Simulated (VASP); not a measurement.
Energy against volume of Ni (fcc). These are AM05 GGA, VASP's PBE PAW potentials (set 64) (plane waves; VASP) values and carry that method's errors.

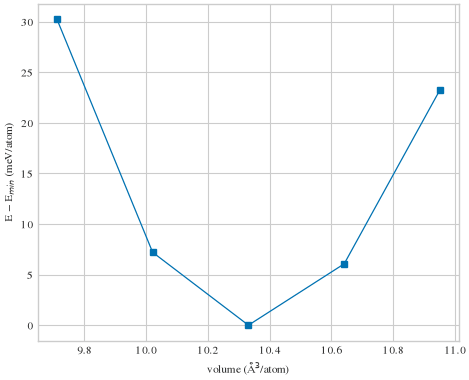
Energy against volume

Q: Estimate the equilibrium volume and the bulk modulus.

A: The minimum lies near 10.3 Å³/atom, and the curvature gives B0 of about 230 GPa.

Measured: bulk modulus 192 GPa at 0 K (computed value off by +18.3 %), as given by Daniel Mejia-Rodriguez et al., Physical Review B (2018), arXiv:1807.09216 [0 K value with the zero-point phonon effect removed]; a 3.508 Å at 0 K (computed value off by -1.4 %), as given by Daniel Mejia-Rodriguez et al., Physical Review B (2018), arXiv:1807.09216 [static lattice: zero-point anharmonic expansion removed].

The compound is Ni in the fcc structure. It was relaxed first, which changed the volume by -5 %.
